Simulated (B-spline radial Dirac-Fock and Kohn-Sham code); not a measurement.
Vanadium (Z = 23). The calculation used a Dirac–Hartree–Slater potential of the neutral atom, no hole, surface-current nucleus (a B-spline radial code).

Predict the main features of the following plot. Internal conversion coefficients by shell for electric multipoles at a transition energy of 304 keV (K and L shells).

The shells shown sum to 0.00108 (E1), 0.00539 (E2), 0.0232 (E3), 0.0953 (E4), 0.386 (E5). The largest bar is K for E1, K for E2, K for E3, K for E4, K for E5.

The computed plot:

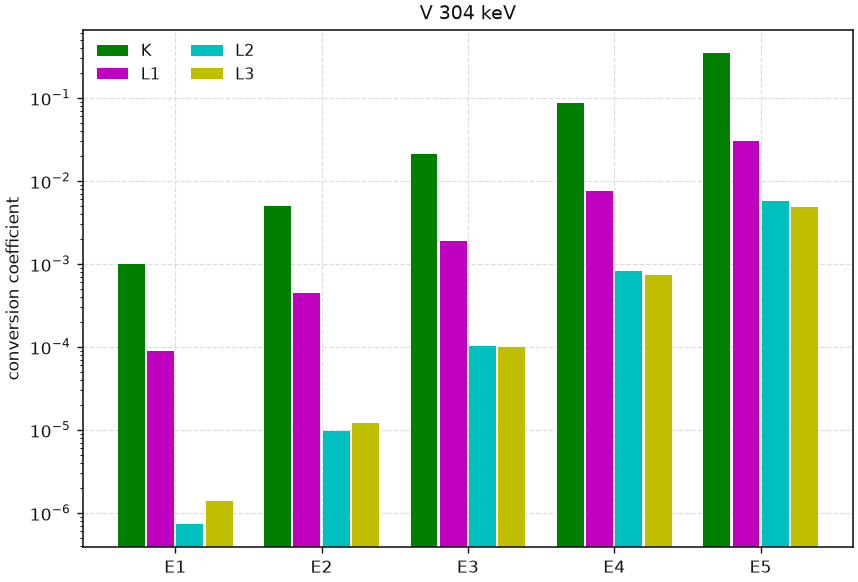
